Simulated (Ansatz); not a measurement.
**SiH3O4 (SMILES [O][Si](O)(O)O) at UBCCD(T)/6-31G(d) (spherical functions)**

What is the vertical doublet–quartet gap of SiH3O4 at UBCCD(T)/6-31G* (spherical functions)? 

The results are computed with Ansatz 0.2.0.

60 further runs of the same task are left out: 4 that didn't finish, 56 set aside as unsound or not needed. Runs told in other sessions of the task aren't counted.

**1. The structure to begin with**

The species is SiH3O4 (8 atoms), meant as a doublet with charge 0. SMILES: `[O][Si](O)(O)O`. The shape is that of a PBE0-D4/def2-TZVP optimisation. This is one conformer, not always the lowest.

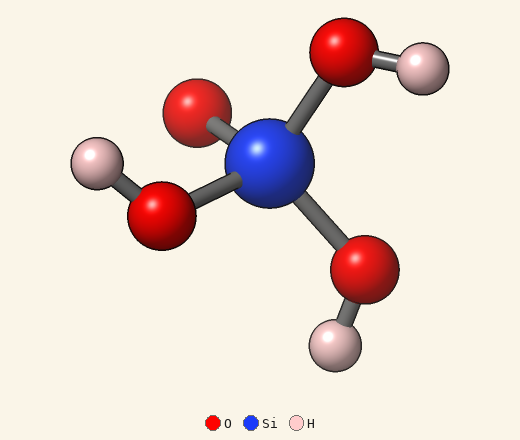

Viewed from a chosen angle; oxygen red, silicon blue, hydrogen pink.

**2. The energy at UBCCD(T)/6-31G(d) (spherical functions)**

Contents of molecule.yaml:

```yaml
basis:
  gaussian: {orbitals: 6-31G_st_-spherical.json}
crystal:
  periodic: [false, false, false]
  atoms:
    - {symbol: O, position_ang: [-1.417600, 0.247800, 1.193000]}
    - {symbol: Si, position_ang: [-0.195800, 0.058700, 0.091000]}
    - {symbol: O, position_ang: [1.117100, -0.067300, 1.049800]}
    - {symbol: O, position_ang: [-0.249900, 1.339100, -0.902700]}
    - {symbol: O, position_ang: [-0.266300, -1.263500, -0.849700]}
    - {symbol: H, position_ang: [1.271400, 0.633000, 1.686700]}
    - {symbol: H, position_ang: [-0.094000, 1.173100, -1.833800]}
    - {symbol: H, position_ang: [-0.165000, -2.120800, -0.434300]}
correlation: {method: bccd_t, frozen_orbitals: {H: 0, O: 1, Si: 5}}
scf: {omitted_lower_state_checks: [cluster_reference, increment]}
magnetization: {spin_polarized: true, initial_magnetization: 1}
accuracy: high
```

The basis set 6-31G* is read from a file made from the Basis Set Exchange's data (not shown).

Launch:

```bash
$ ansatz run molecule.yaml --threads 1 --pin off --max-ram 3480MiB --events-out events.jsonl --progress --plain --runs-dir runs
```

Output:

```text
Warning: RAYON_NUM_THREADS=1 ignored (pool sized by the plan → 1); use --threads N
[... 13 lines left out ...]
9 core orbitals not correlated: weight in the atoms' cores, before any rotation towards them, 1.000 or more for the frozen orbitals, at most 0.000 for the correlated occupied ones
[... 42 lines left out ...]
Total energy: -16082.78879067 eV, -591.0315867515 hartree
Checks for a lower state left out: cluster_reference, increment
```

It took 2.4 min on 1 thread of Arm Neoverse V2, shared host; peak memory 1.1 GiB.

**3. The quartet, same level**

Contents of run.yaml:

```yaml
basis:
  gaussian: {orbitals: 6-31G_st_-spherical.json}
crystal:
  periodic: [false, false, false]
  atoms:
    - symbol: O
      position_ang: [-1.417600, 0.247800, 1.193000]
    - symbol: Si
      position_ang: [-0.195800, 0.058700, 0.091000]
    - symbol: O
      position_ang: [1.117100, -0.067300, 1.049800]
    - symbol: O
      position_ang: [-0.249900, 1.339100, -0.902700]
    - symbol: O
      position_ang: [-0.266300, -1.263500, -0.849700]
    - symbol: H
      position_ang: [1.271400, 0.633000, 1.686700]
    - symbol: H
      position_ang: [-0.094000, 1.173100, -1.833800]
    - symbol: H
      position_ang: [-0.165000, -2.120800, -0.434300]
magnetization: {spin_polarized: true, initial_magnetization: 3}
correlation: {method: bccd_t, frozen_orbitals: {H: 0, O: 1, Si: 5}}
accuracy: high
scf: {omitted_lower_state_checks: [cluster_reference, increment]}
```

The basis set 6-31G* is read from a file made from the Basis Set Exchange's data (not shown).

Launch:

```bash
$ ansatz run run.yaml --threads 1 --pin off --max-ram 3480MiB --events-out events.jsonl --progress --plain --runs-dir runs
```

Output:

```text
Warning: RAYON_NUM_THREADS=1 ignored (pool sized by the plan → 1); use --threads N
[... 19 lines left out ...]
9 core orbitals not correlated: weight in the atoms' cores, before any rotation towards them, 1.000 or more for the frozen orbitals, at most 0.000 for the correlated occupied ones
[... 69 lines left out ...]
Total energy: -16074.01313555 eV, -590.7090873739 hartree
Checks for a lower state left out: cluster_reference, increment
```

It took 4.2 min on 1 thread of Arm Neoverse V2, shared host; peak memory 1.1 GiB.

**4. Outcome**

At UBCCD(T)/6-31G* (spherical functions), 9 core orbitals frozen:

| quantity | value |
| --- | --- |
| doublet: total energy | -591.03159 Eh |
| doublet: correlation energy (9 core orbitals frozen) | -784.1 mEh |
| doublet: (T) correction | -14.86 mEh |
| doublet: ⟨S²⟩ of the reference determinant | 0.755 |
| quartet: total energy | -590.70909 Eh |
| quartet: correlation energy (9 core orbitals frozen) | -765.2 mEh |
| quartet: (T) correction | -20.92 mEh |
| quartet: ⟨S²⟩ of the reference determinant | 3.763 |
| vertical energy of the quartet above the doublet | 8.776 eV |

At this shape the quartet lies 8.78 eV (847 kJ/mol) above the doublet. The triples (doublet) make up 1.9 % of the correlation energy. The triples (quartet) make up 2.7 % of the correlation energy.
